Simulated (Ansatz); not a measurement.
# ClF₃H₄OPTa: what the fields show

The calculation's input:

```
crystal:
  periodic: [false, false, false]
  atoms:
    - { symbol: Ta, position_ang: [-0.029521, -0.26043, -0.184485] }
    - { symbol: O, position_ang: [1.899609, -0.616332, -0.06761] }
    - { symbol: H, position_ang: [2.470775, -0.236129, 0.630669] }
    - { symbol: F, position_ang: [0.234379, 0.662562, 1.442138] }
    - { symbol: Cl, position_ang: [0.031618, -0.870429, -2.409957] }
    - { symbol: F, position_ang: [-1.239264, 1.110387, -0.588614] }
    - { symbol: F, position_ang: [-0.939258, -1.709425, 0.503553] }
    - { symbol: P, position_ang: [1.780426, 2.65827, -1.604178] }
    - { symbol: H, position_ang: [1.435295, 1.864048, -2.760831] }
    - { symbol: H, position_ang: [0.392174, 2.85455, -1.249061] }
    - { symbol: H, position_ang: [1.895266, 1.474729, -0.801025] }
basis:
  gaussian: { orbitals: def2-SVP }
hamiltonian:
  xc: lda
relax:
  f_tol: 0.03
  max_steps: 50
output:
  orbitals: {}
```

Command:

```sh
ansatz run input.yaml --threads 4 --pin off --max-ram 5120MiB --backend cpu --events-out ev --progress --plain --runs-dir out
```

The fields are those of the run's last geometry, not of the input's.

Core potentials replace the inner electrons of Ta.

All numbers below come from RKS LDA/def2-SVP in Ansatz.

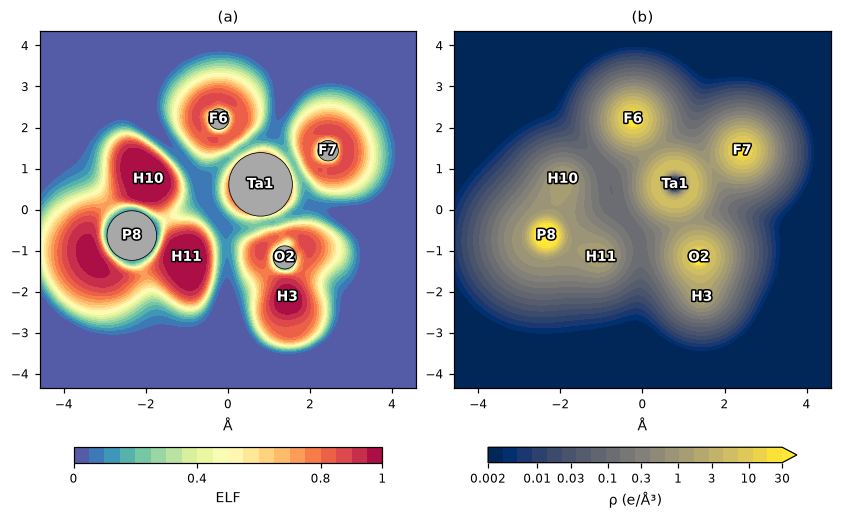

Figure 1. (a) electron localisation function; (b) electron density on the plane of atoms F6, Ta1 and P8. Grey discs cover the atomic cores in the ELF map.

Describe what can be read from this map.

Answer.
- The plane passes through Ta, O, H, F and P nuclei.
- Ta–F (1.84 Å): ρ at the midpoint is about 1.1 e/Å³; the ELF peaks at about 0.80 in the valence shell of F, 0.5 Å from its nucleus, and drops to about 0.20 between the two atoms.
- Ta–O (1.88 Å): ρ at the midpoint is about 1 e/Å³; the ELF peaks at about 0.80 in the valence shell of O, 0.5 Å from its nucleus, and drops to about 0.20 between the two atoms.
- Ta–P (3.38 Å): ρ is about 0.11 e/Å³ halfway; the ELF peaks at about 0.55 in the valence shell of P, 1.0 Å from its nucleus, and is about 0.15 at the midpoint.
- O–H (0.97 Å): ρ at the midpoint is about 3.6 e/Å³; the ELF climbs to about 1 towards the hydrogen, as it does in any bond to H: a covalent bond by its length.
- Ta–F (1.89 Å): the density is about 0.99 e/Å³ at the midpoint; the ELF peaks at about 0.85 in the valence shell of F, 0.5 Å from its nucleus, and drops to about 0.20 between the two atoms.

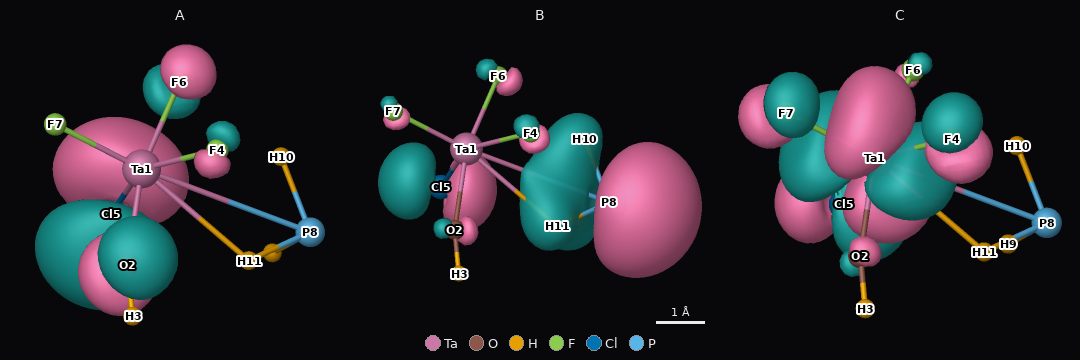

Figure 2. Three frontier orbitals at ±0.1 Å⁻³ᐟ² (teal and pink are the two phases), in no order.

Order the three orbitals by energy and name them.

Answer. A is the HOMO−1 (−7.78 eV). It lies mainly on Cl5 (about 75 %) and O2 (about 15 %); largely a lone pair of Cl5. B is the HOMO (−7.23 eV). Its weight (Hirshfeld) is mainly on P8 (about 65 %) and Cl5 (about 15 %); largely a lone pair of P8. C is the LUMO (−3.01 eV). It lies mainly on Ta1 (about 65 %), Cl5 (about 15 %), F7 (about 10 %) and F4 (about 10 %).

What is the HOMO–LUMO gap?

Answer. 4.22 eV between the orbital energies.

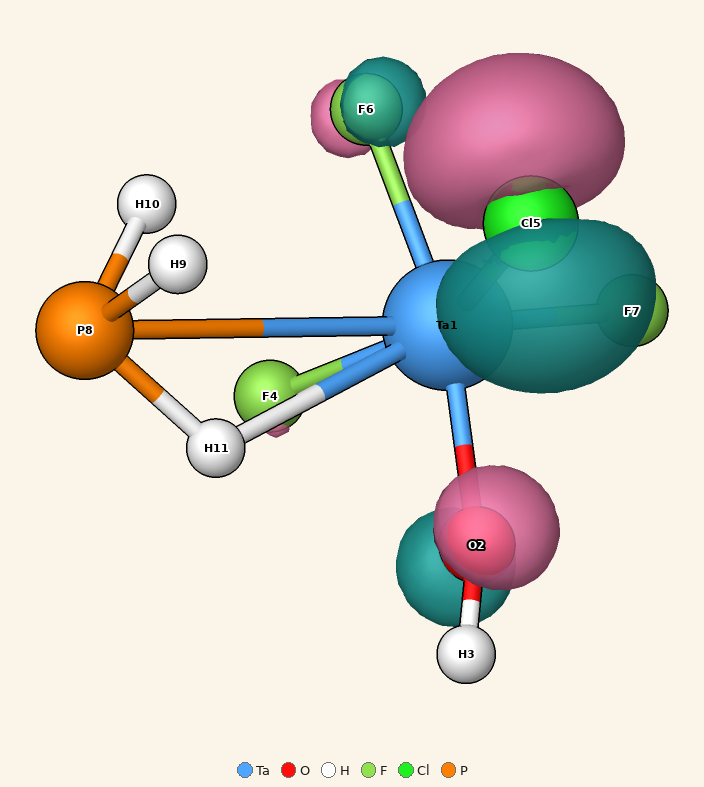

Figure 3. The HOMO−1 at ±0.2 Å⁻³ᐟ² (teal and pink are the two phases), seen at an oblique angle.

Describe this orbital and give its energy.

Answer. It lies mainly on Cl5 (about 75 %) and O2 (about 15 %); largely a lone pair of Cl5. Its energy is −7.78 eV.
